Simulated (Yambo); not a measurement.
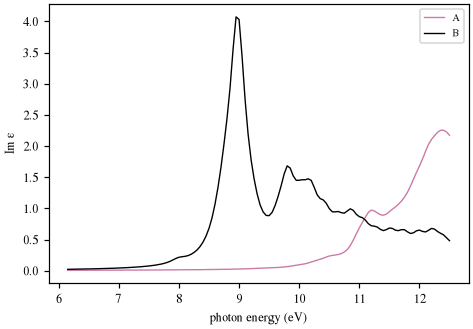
*Two computed absorption spectra of SiO₂ (space group I4/mmm, No. 139) (Yambo, PBEsol bands with the same scissor, field along x)*

Axes are Cartesian, with cell vectors (Å) (-4.47, 4.47, 2.61), (4.47, -4.47, 2.61), (4.47, 4.47, -2.61).

### Question
Which curve includes the electron-hole attraction (BSE), and where are its main peaks?

### Answer
Curve B: the attraction moves weight to lower energy (centre of the plotted range 9.9 eV against 11.7 eV). Its peaks lie at 8.9 eV, 9.8 eV. Settings: 4×4×4 mesh, 16 valence and 7 conduction bands, static screening with 109 bands and a 3 Ry block, scissor 2.85 eV, Tamm-Dancoff. The scissor comes from a G0W0 run whose convergence isn't established. Broadening 0.15 eV. The band window holds all transitions up to 12.5 eV. Fine structure above the onset can come from the mesh.

Geometry of the Materials Project entry, not relaxed at this level; primitive cell a = 6.842 Å, b = 6.842 Å, c = 6.842 Å, α = 98.38°, β = 98.38°, γ = 135.12°.

This is not the ordinary phase of the substance; no match was found in the copy of COD used, and its stability was not checked.
